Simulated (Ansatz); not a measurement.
**C₃H₁₁NO₃Ti: single-point calculation**

The run: single-point calculation of C₃H₁₁NO₃Ti, SMILES C[O][Ti]([NH2])([O]C)[O]C. Method and program: RKS PBE0-D4/def2-TZVPP (Ansatz 0.2.0).

The geometry comes from this level: PBE0-D4/def2-TZVP.

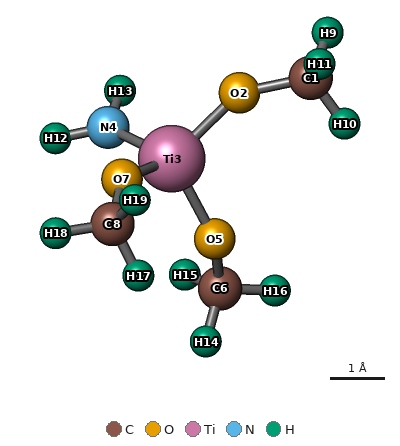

The structure as given in the input (ball-and-stick view, seen at a tilt; atoms are numbered from 1 in the order of the input). Sticks mark near contacts. Bond lengths as drawn: C–H 1.10 Å, C–O 1.39 Å, H–N 1.01 Å, N–Ti 1.89 Å and O–Ti 1.79 Å.

**The input**
```yaml
crystal:
  periodic: [false, false, false]
  atoms:
    - {symbol: C, position_ang: [-1.427780, -1.534405, 2.112549]}
    - {symbol: O, position_ang: [-1.411892, -0.912327, 0.871014]}
    - {symbol: Ti, position_ang: [-0.497996, 0.047083, -0.332138]}
    - {symbol: N, position_ang: [-1.665885, 1.305434, -1.124745]}
    - {symbol: O, position_ang: [0.805669, 0.905906, 0.547651]}
    - {symbol: C, position_ang: [1.310926, 2.156063, 0.887229]}
    - {symbol: O, position_ang: [0.276983, -0.917666, -1.625188]}
    - {symbol: C, position_ang: [1.423837, -1.539800, -2.100824]}
    - {symbol: H, position_ang: [-2.396322, -1.375131, 2.599268]}
    - {symbol: H, position_ang: [-0.643383, -1.134807, 2.766588]}
    - {symbol: H, position_ang: [-1.273431, -2.614132, 2.006068]}
    - {symbol: H, position_ang: [-1.600298, 1.624176, -2.080704]}
    - {symbol: H, position_ang: [-2.528270, 1.626625, -0.708929]}
    - {symbol: H, position_ang: [2.332997, 2.268076, 0.508066]}
    - {symbol: H, position_ang: [0.694487, 2.959643, 0.467767]}
    - {symbol: H, position_ang: [1.337975, 2.271351, 1.976691]}
    - {symbol: H, position_ang: [2.322278, -1.141197, -1.614326]}
    - {symbol: H, position_ang: [1.516778, -1.379564, -3.180644]}
    - {symbol: H, position_ang: [1.381526, -2.619628, -1.918892]}
basis:
  gaussian: {orbitals: def2-TZVPP}
hamiltonian: {xc: pbe0, dispersion: d4}
output: {orbitals: {seedname: orbitals}}
```

Run as:
```bash
ansatz run in.yaml --threads 4 --pin off --events-out ev --progress --plain --max-ram 66560MiB --backend cuda --devices 0, --max-vram 37GiB
```

**Output**
```
Functional definition: PBE0
  name "PBE0"
  cite "Adamo & Barone, J. Chem. Phys. 110, 6158 (1999) doi:10.1063/1.478522"
  cite "Perdew, Burke & Ernzerhof, Phys. Rev. Lett. 77, 3865 (1996) doi:10.1103/PhysRevLett.77.3865"
  parent pbe
  parameter a = 0.25
  parameter kappa = 0.804
  parameter beta = 0.06672455060314922
  exchange = (1 - a)*pbe_x(kappa = kappa, mu = beta*pi^2/3) + a*exact_x
  correlation = pbe_c(beta = beta)
2309 factors; their error is unknown
mean field evaluation 1: about -34005.4058 eV, gradient 1.1e2 eV
mean field evaluation 2: about -33775.4784 eV, gradient 4.4e2 eV
mean field evaluation 4: about -34026.3030 eV, gradient 3.1e1 eV
mean field evaluation 8: about -34028.0546 eV, gradient 1.1e-1 eV
mean field evaluation 16: about -34028.1788 eV, gradient 3.0e-4 eV
mean field -34028.17882253 eV, -1250.5125065999 hartree, gradient 7.4e-5 eV, S^2 0.000000; 0 other end points of the search recorded, 0 dependent functions left out
reference -34028.17887193 eV, -1250.5125084155 hartree; 41, 41 occupied and 394, 394 virtual orbitals, 2309 factors
Total energy: -34028.53538837 eV, -1250.5256101530 hartree
```

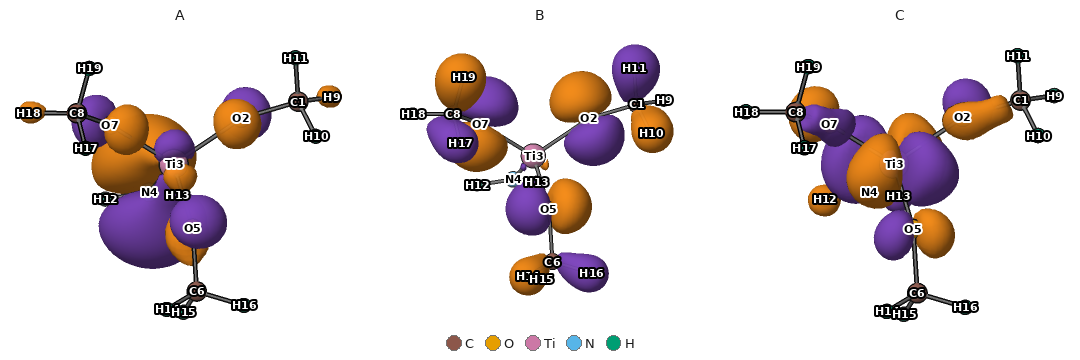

Three frontier orbitals at ±0.1 Å⁻³ᐟ² (orange and purple are the two phases). B is the HOMO−1 (−7.52 eV). By Hirshfeld shares it lies mainly on O2 (25 %), O7 (25 %) and O5 (15 %). A is the HOMO (−7.04 eV). C is the LUMO (−0.67 eV). It lies mainly on Ti3 (70 %). The HOMO–LUMO gap is 6.37 eV between the orbital energies.

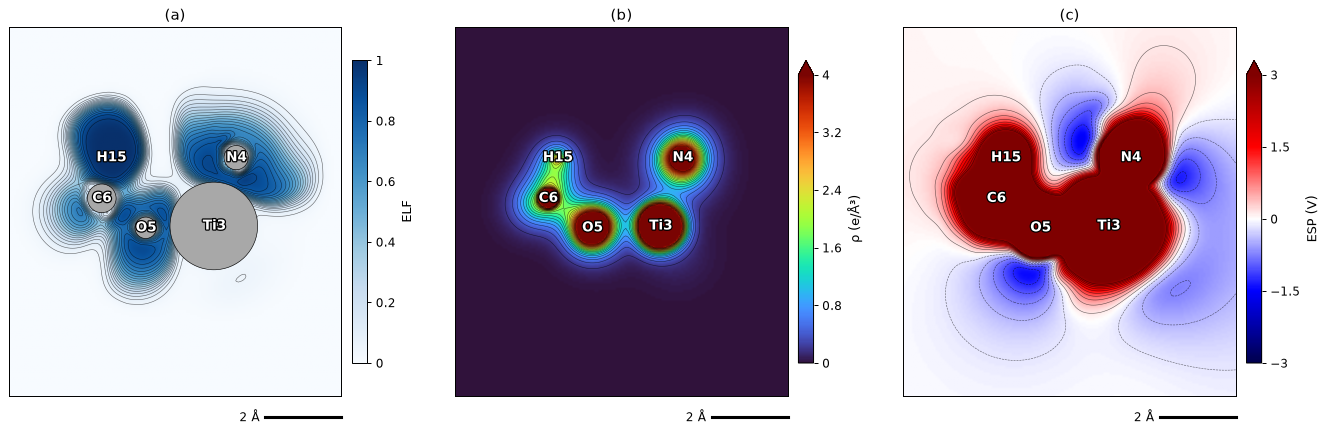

(a) ELF; (b) total electron density; (c) electrostatic potential on the plane of atoms N4, Ti3 and O5. Grey discs, where drawn, cover atomic cores. The section cuts through Ti, N, O, C and H sites. Ti–N (1.89 Å): ρ is about 0.93 e/Å³ halfway; the ELF peaks at about 0.90 in the valence shell of N, 0.6 Å from its nucleus, and is about 0.35 at the midpoint. C–H (1.10 Å): ρ at the midpoint is about 2 e/Å³; the ELF climbs to about 1 towards the hydrogen, as it does in any bond to H; a covalent bond by its length.

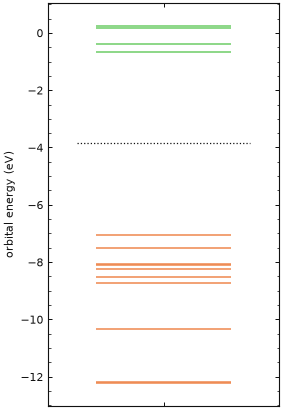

Orbital energies near the frontier; the dotted line parts filled from empty levels, and levels within 0.02 eV of each other stand side by side. Highest filled −7.04 eV, lowest empty −0.67 eV, 6.37 eV apart.

**Results in brief**

```json
{"quantity": "outcome", "value": "converged"}
{"quantity": "total energy", "value": "−34028.5354 eV"}
{"quantity": "mean-field energy", "value": "−34028.1789 eV"}
{"quantity": "dispersion energy", "value": "−0.3565 eV"}
{"quantity": "SCF solution under orbital rotations", "value": "stable"}
{"quantity": "HOMO", "value": "−7.04 eV"}
{"quantity": "LUMO", "value": "−0.67 eV"}
{"quantity": "hardware", "value": "4 CPU threads, shared host"}
{"quantity": "wall time", "value": "6 s (CPU time 7.3 s)"}
{"quantity": "peak memory", "value": "0.94 GiB"}
```
